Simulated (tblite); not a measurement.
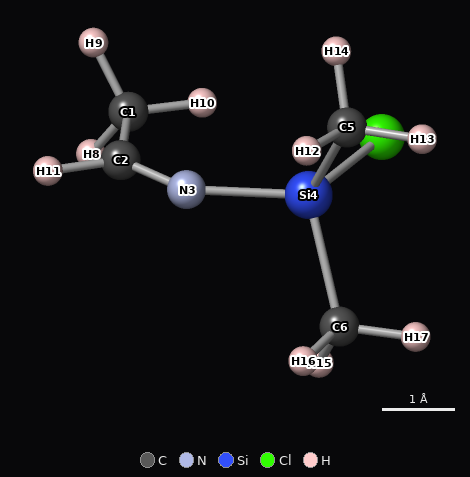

*The structure (ball-and-stick view, seen at a tilt; atoms are numbered from 1 in the order of the input).*

Bond lengths as drawn: Cl–Si 2.06 Å, C–C 1.49 Å, C–H 1.08 to 1.09 Å, C–N 1.25 Å, C–Si 1.90 Å and N–Si 1.72 Å.

**Frequency calculation of C₄H₁₀ClNSi**

System: C₄H₁₀ClNSi.
Method: GFN2-xTB harmonic vibrations, gas phase (tblite 0.8.0).

It belongs to a series of runs on one base structure; here: H on Si replaced by Cl.

### The input
```
{"job": {"kind": "ir", "xc": "GFN2-xTB", "basis": "xTB"}, "charge": 0, "multiplicity": 1}
C      2.687037    -0.200032    -0.481004
C      1.845042    -0.027345     0.734619
N      0.597509     0.045773     0.809855
Si    -0.775806     0.013459    -0.218152
C     -1.830909    -1.450682     0.369735
C     -1.632216     1.692034     0.010762
Cl    -0.461226    -0.238490    -2.242895
H      3.367634     0.645749    -0.568548
H      3.293541    -1.098267    -0.375326
H      2.075843    -0.272169    -1.374622
H      2.401343     0.043571     1.673650
H     -1.963203    -1.419085     1.445361
H     -2.814250    -1.429159    -0.089615
H     -1.369547    -2.400761     0.118474
H     -1.019793     2.506327    -0.364353
H     -1.828187     1.880266     1.060475
H     -2.579809     1.720839    -0.518329
```

The first line tells a small driver script what to run in tblite; the rest is the geometry in Å.

Launched with:
```bash
OMP_NUM_THREADS=1 python <driver script> task.json out
```

### Log
```
mode    cm-1     km/mol
  1      32.0      3.09
  2      86.5      0.01
  3      97.8      0.38
  4     106.0      4.99
  5     109.9      1.10
  6     141.6      0.30
  7     153.4      0.92
  8     169.0      6.33
  9     187.0      8.27
 10     222.0     13.68
 11     361.1     36.81
 12     408.1     49.13
 13     542.9     22.60
 14     669.8     66.35
 15     742.9     28.09
 16     763.3     11.66
 17     781.5      3.72
 18     809.8      0.01
 19     841.3    129.08
 20     848.6    197.61
 21     871.9    231.52
 22     986.0      8.44
 23    1011.5      3.48
 24    1111.3     55.85
 25    1336.3      2.26
 26    1373.1     24.88
 27    1373.6     22.70
 28    1374.8     23.53
 29    1450.4      3.64
 30    1454.0     12.21
 31    1479.1      0.51
 32    1481.4      0.49
 33    1482.3      0.55
 34    1485.6      0.54
 35    1768.4    331.60
 36    2901.4     84.73
 37    3009.7      6.67
 38    3021.3     10.01
 39    3043.6     15.25
 40    3044.5     24.82
 41    3047.9     34.09
 42    3048.8     11.40
 43    3061.1      2.22
 44    3063.9     36.84
 45    3078.2      9.31
```

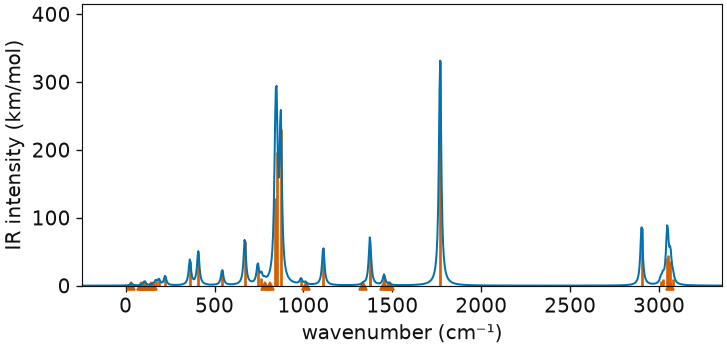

*Harmonic infrared spectrum, unscaled: sticks (degenerate modes added up, dark ones marked on the axis) with a Lorentzian envelope of 16 cm⁻¹ full width, scaled to the tallest stick.*

45 modes from 32 to 3078 cm⁻¹, none imaginary. The strongest line is at 1768 cm⁻¹ (332 km/mol).

### Key numbers

```csv
quantity,value
outcome,converged
total energy,−623.0743 eV
zero-point energy,83.5360 kcal/mol
hardware,"1 CPU thread, shared host"
wall time,0.67 s
peak memory,0.18 GiB
```
